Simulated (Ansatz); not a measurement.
Base system: GaN in the zinc blende structure (space group F-43m, No. 216; a = 4.498 Å). Axes: x, y, z lie along the cube axes.

One thing is altered: tensile biaxial strain of 1.67 % in the plane normal to [111], as in epitaxy on a mismatched substrate; the out-of-plane cell vector and the atoms relax.

The values are results of PBEsol (Ansatz, a quantum-chemistry and plane-wave program, PAW, no spin-orbit coupling), not measurements.

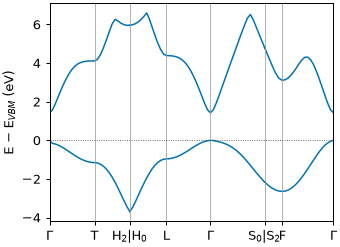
Figure: Highest valence and lowest conduction band along the path of the changed cell's own zone

### Question
Read the changed gap and its character from the plot.

### Answer
About 1.4 eV, direct at Γ.

Whether these cells are dynamically stable was not tested. This is not the structure that GaN has at room temperature and ambient pressure. Labels are those of the standard path for the cell's own space group.
